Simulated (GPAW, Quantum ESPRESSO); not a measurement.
The C K edge of atom 5 in ZnNi3C (Pm-3m), with 6 Ni at 1.88 Å (octahedral, site symmetry m-3m), was computed in 2 ways: excited-electron core hole (neutral cell) and no core hole. Program and functional: Quantum ESPRESSO XSpectra, LDA, Lorentzian half width 0.3 eV up to 4 eV, rising linearly to 2.5 eV at 25 eV; cells of 5 and 10 atoms (the run without a hole in the smaller).

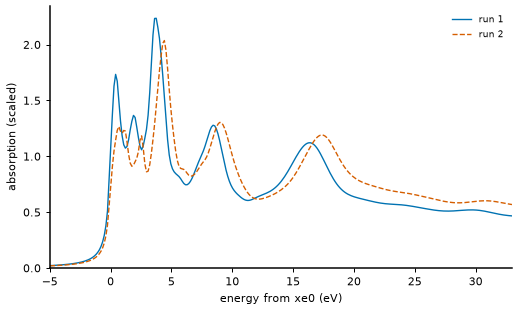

Each run is counted from its own lowest empty level or Fermi level and scaled to a mean of 1 over its first 20 eV.

Question: Which run is which?

Run 1: excited-electron core hole (neutral cell) (area from −2 to 6 eV 8.5, main maxima 0.4 eV (1.73), 1.9 eV (1.37), 3.8 eV (2.24) and 8.4 eV (1.28)). Run 2: no core hole (area from −2 to 6 eV 7.6, main maxima 0.7 eV (1.27), 4.4 eV (2.04), 9.0 eV (1.30) and 17.4 eV (1.19)). With each curve scaled to its own mean, the area from −2 to 6 eV with the hole is 8.5 against 7.6, and the centre of weight from −1 to 20 eV moves by -0.6 eV (first and strongest maxima below 20 eV: 0.7 eV (1.27), 4.4 eV (2.04) and 9.0 eV (1.30) without the hole, 0.4 eV (1.73), 1.9 eV (1.37) and 3.8 eV (2.24) with it); the shape changes all the same, by 26 % r.m.s.

[Hosts, paths, dates, database ids (printed as entryN), source tags and the programs' standing remarks are cut or masked in the printed files.]

[Lists of maxima count a maximum above −3 eV only where it reaches 4 % of the highest in the window and stands out from its surroundings by 2 % of it (1.5 % where it reaches 55 %); shoulders and weaker maxima are passed over, and of the rest the first, up to two pre-edge ones and the few strongest are named.]
